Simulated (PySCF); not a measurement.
**C6H10N2 (SMILES C=CN1C[C@H](C)C=N1): density, localisation and related maps**

The calculation's input:

```
{"job": {"kind": "nmr", "xc": "PBE0", "basis": "pcSseg-1"}, "charge": 0, "multiplicity": 1}
C      2.986378     0.188992    -0.500935
C      2.235705    -0.157397     0.541990
N      0.882528    -0.329411     0.522414
C      0.019683    -0.153747    -0.645670
C     -1.390141    -0.402399    -0.079305
C     -2.318030     0.805726    -0.194492
C     -1.050514    -0.715417     1.361702
N      0.193194    -0.645802     1.624720
H      2.576214     0.368841    -1.478344
H      4.048416     0.301583    -0.394241
H      2.661080    -0.335346     1.519278
H      0.133339     0.859284    -1.043961
H      0.300011    -0.871371    -1.422326
H     -1.869170    -1.263733    -0.555981
H     -1.873465     1.673592     0.288399
H     -2.503629     1.044159    -1.239563
H     -3.270570     0.593861     0.285702
H     -1.769790    -0.955098     2.118978
```

Launched as:

```sh
OMP_NUM_THREADS=1 python probes_run.py task.json out
```

Geometry: GFN2-xTB.

These are results of PySCF, PBE0/pcSseg-1, SCF density, gas phase, non-relativistic, not measurements.

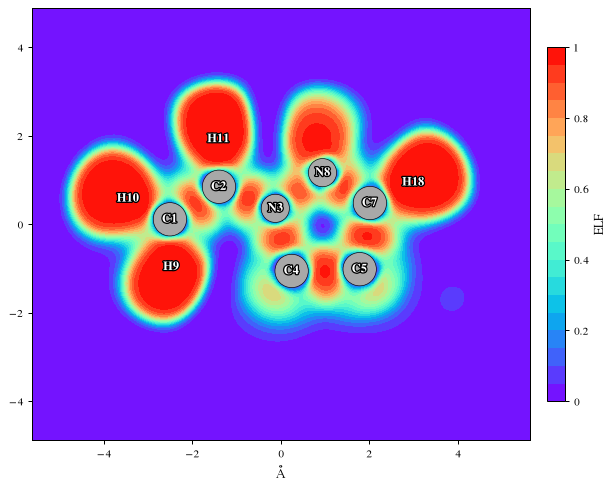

Figure 1. Electron localisation function on the plane of atoms N3, N8 and C7. Grey discs cover the atomic cores.

**What do the fields say about this system?**

- Atoms in the plane: C, N and H.
- C–N (1.27 Å): the ELF peaks at about 0.90 between the atoms, as expected for a covalent bond.
- C–C (1.33 Å): the ELF peaks at about 0.95 between the atoms; a multiple bond.
- N–N (1.34 Å): the ELF peaks at about 0.90 between the atoms; a covalent bond.
- C–H (1.07 Å): the ELF climbs to about 1 towards the hydrogen, as it does in any bond to H: a covalent bond by its length.
- C–N (1.36 Å): the ELF peaks at about 0.95 between the atoms (a covalent bond).
- The ELF also peaks beside N8, away from the bonds: lone-pair regions.

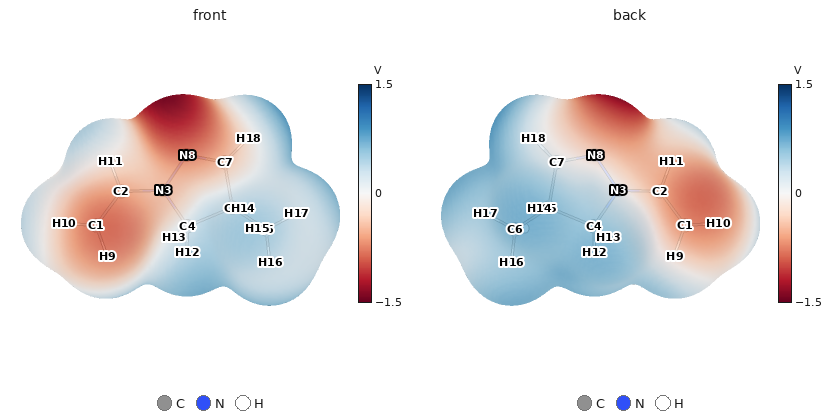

Figure 2. The electrostatic potential painted on the density surface at 0.001 e/bohr³, seen from the front and from behind; the colour scale runs from red (negative) to blue (positive).

**Which sites attract a positive test charge, and which a negative one?**

A positive charge is drawn to the negative regions and a negative charge to the positive ones. The most negative region (about −1.4 V) lies over N8, the most positive (about +0.8 V) over H18. N8 is the likeliest acceptor of a hydrogen bond.
